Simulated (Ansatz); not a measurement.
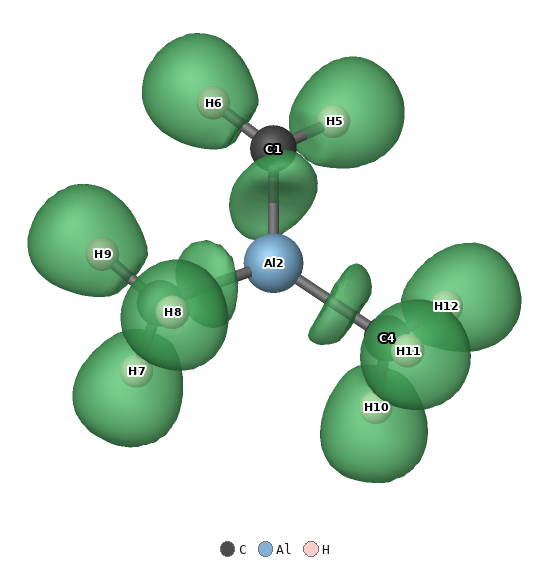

The picture shows: C3H8Al (SMILES [CH2][Al]([CH3])[CH3]) (doublet). Isosurface of the electron localisation function at 0.85 (green), seen at a tilt. Core shells and regions of very low density are left out.

Geometry: PBE0-D4/def2-TZVP.

These are results of UKS PBE0-D4/def2-TZVPP in Ansatz, not measurements.

Input file:

```
crystal:
  periodic: [false, false, false]
  atoms:
    - {symbol: C, position_ang: [-1.188045, 1.710998, -0.212770]}
    - {symbol: Al, position_ang: [-0.086588, 0.135169, -0.014122]}
    - {symbol: C, position_ang: [0.202645, -0.627961, 1.763437]}
    - {symbol: C, position_ang: [0.723888, -0.687067, -1.592984]}
    - {symbol: H, position_ang: [-1.400429, 2.196835, -1.165006]}
    - {symbol: H, position_ang: [-1.677045, 2.227258, 0.613226]}
    - {symbol: H, position_ang: [-0.170636, -1.656860, 1.814031]}
    - {symbol: H, position_ang: [1.270598, -0.680650, 2.001640]}
    - {symbol: H, position_ang: [-0.286801, -0.060127, 2.558616]}
    - {symbol: H, position_ang: [0.355214, -1.709232, -1.734363]}
    - {symbol: H, position_ang: [1.810658, -0.768971, -1.483196]}
    - {symbol: H, position_ang: [0.523640, -0.134792, -2.514507]}
basis:
  gaussian: {orbitals: def2-TZVPP}
magnetization: {spin_polarized: true, initial_magnetization: 1}
hamiltonian: {xc: pbe0, dispersion: d4}
output: {orbitals: {seedname: orbitals}}
```

Command:

```sh
ansatz run in.yaml --threads 4 --pin off --events-out ev --progress --plain --max-ram 10444MiB
```

Question: What do the ELF domains correspond to?

Answer: At this value the surface marks out three regions between bonded Al–C atoms (shared pairs) and eight regions around hydrogen nuclei. Along the contacts the grid gives the following. C–Al (1.93 Å): the ELF peaks at about 0.95 between the atoms: a polar covalent bond. C–H (1.09 Å): the ELF climbs to about 1 towards the hydrogen, as it does in any bond to H; an ordinary covalent bond to hydrogen.
